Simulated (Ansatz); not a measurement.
# CCSD(T)/STO-3G run of InCl (SMILES [Cl][In])

Aim: the vertical ionisation energy of InCl at CCSD(T)/STO-3G, from 2 runs. 

Program for the calculation: Ansatz 0.2.0.

34 further runs of the same task are left out: 5 that didn't finish, 29 set aside as unsound or not needed.

### 1 The structure to begin with

InCl: 2 atoms, total charge 0, spin state singlet. SMILES: `[Cl][In]`. Geometry: a GFN2-xTB relaxation, a rough one for these elements and not checked as a minimum.

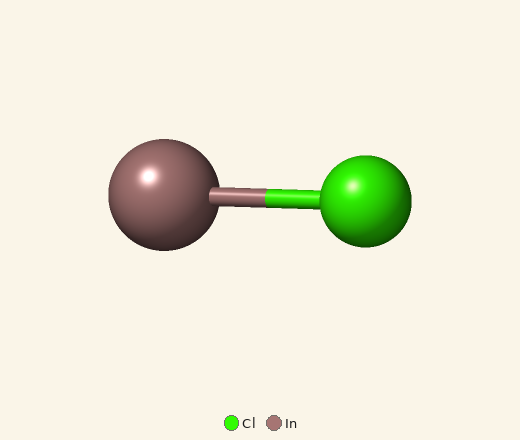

Viewed from a chosen angle; chlorine green, indium brown.

### 2 The energy at CCSD(T)/STO-3G

in.yaml reads:

```yaml
crystal:
  periodic: [false, false, false]
  atoms:
    - {symbol: Cl, position_ang: [0.000000, 0.000000, 0.000000]}
    - {symbol: In, position_ang: [0.000000, 0.000000, 2.385660]}
basis:
  gaussian: {orbitals: STO-3G}
accuracy: high
scf: {omitted_lower_state_checks: [cluster_reference, increment]}
correlation: {method: ccsd_t, frozen_orbitals: {Cl: 5, In: 18}}
```

Command:

```bash
$ ansatz run in.yaml --threads 1 --pin off --max-ram 2610MiB --events-out events.jsonl --progress --plain --runs-dir runs
```

The log of the run (excerpt; [...] marks lines left out):

```text
Warning: RAYON_NUM_THREADS=1 ignored (pool sized by the plan → 1); use --threads N
Functional definition: HF
  name "HF"
[...]
637 factors; integrals over basis functions are off by at most 7.3e-9 eV
[...]
mean field -167010.43225955 eV, -6137.5201818017 hartree, gradient 1.1e-8 eV, S^2 0.000000; 0 other end points of the search recorded, 0 dependent functions left out
23 core orbitals not correlated: weight in the atoms' cores, before any rotation towards them, 1.000 or more for the frozen orbitals, at most 0.000 for the correlated occupied ones
reference -167010.43225955 eV, -6137.5201818017 hartree; 10, 10 occupied and 3, 3 virtual orbitals, 637 factors
second order -0.67466198 eV of doubles, -0.00000000 eV of singles
cycle   1  -0.87163438 eV  change   -2.0e-1 eV  update   6.7e-2
[...]
cycle  19  -1.02969998 eV  change  -4.0e-10 eV  update  3.6e-10
perturbative correction -0.02293115 eV, -0.0008427044 hartree
Total energy: -167011.48489069 eV, -6137.5588652825 hartree
Checks for a lower state left out: cluster_reference, increment
```

It took 0.58 s on 1 thread of Arm Neoverse V2, shared host.

### 3 The doublet cation

run.yaml reads:

```yaml
basis:
  gaussian:
    orbitals: STO-3G
crystal:
  periodic: [false, false, false]
  atoms:
    - {symbol: Cl, position_ang: [0.000000, 0.000000, 0.000000]}
    - {symbol: In, position_ang: [0.000000, 0.000000, 2.385660]}
correlation:
  method: ccsd_t
  frozen_orbitals: {Cl: 5, In: 18}
total_charge: 1
accuracy: high
scf:
  omitted_lower_state_checks: [cluster_reference, increment]
magnetization:
  spin_polarized: true
  initial_magnetization: 1
```

Command:

```bash
$ ansatz run run.yaml --threads 1 --pin off --max-ram 2610MiB --events-out events.jsonl --progress --plain --runs-dir runs
```

The log of the run (excerpt; [...] marks lines left out):

```text
Warning: RAYON_NUM_THREADS=1 ignored (pool sized by the plan → 1); use --threads N
[... 2 set-up lines as earlier in the session ...]
[...]
637 factors; integrals over basis functions are off by at most 7.3e-9 eV
[...]
mean field -167005.29110197 eV, -6137.3312477453 hartree, gradient 2.3e-8 eV, S^2 0.759534; 2 other end points of the search recorded, 0 dependent functions left out
23 core orbitals not correlated: weight in the atoms' cores, before any rotation towards them, 1.000 or more for the frozen orbitals, at most 0.000 for the correlated occupied ones
reference -167005.29110197 eV, -6137.3312477453 hartree; 10, 9 occupied and 3, 4 virtual orbitals, 637 factors
second order -0.45863858 eV of doubles, -0.00000000 eV of singles
cycle   1  -0.54142888 eV  change   -8.3e-2 eV  update   6.5e-2
[...]
cycle  21  -0.67892837 eV  change   -1.0e-9 eV  update   1.6e-9
perturbative correction -0.05159838 eV, -0.0018962054 hartree
Total energy: -167006.02162872 eV, -6137.3580941081 hartree
Checks for a lower state left out: cluster_reference, increment
```

It took 1.1 s on 1 thread of Arm Neoverse V2, shared host; peak memory 0.12 GiB.

### 4 Outcome

Level: CCSD(T)/STO-3G, 23 core orbitals frozen.

| quantity | value |
| --- | --- |
| singlet InCl: total energy | -6137.55887 Eh |
| singlet InCl: correlation energy (23 core orbitals frozen) | -38.7 mEh |
| singlet InCl: (T) correction | -0.84 mEh |
| singlet InCl: T1 diagnostic | 0.008 |
| doublet cation: total energy | -6137.35809 Eh |
| doublet cation: correlation energy (23 core orbitals frozen) | -26.8 mEh |
| doublet cation: (T) correction | -1.90 mEh |
| doublet cation: ⟨S²⟩ of the reference determinant | 0.760 |
| doublet cation: T1 diagnostic | 0.018 |
| vertical ionisation energy (to the doublet cation) | 5.463 eV |

What this shows: The vertical ionisation energy comes to 5.46 eV (126 kcal/mol). In a minimal basis such a difference can be off by several eV, whatever the method. The triples (singlet InCl) make up 2.2 % of the correlation energy. Relativity is left out (singlet InCl) although the molecule holds a heavy atom. The triples (doublet cation) make up 7.1 % of the correlation energy. Relativity is left out (doublet cation) although the molecule holds a heavy atom.
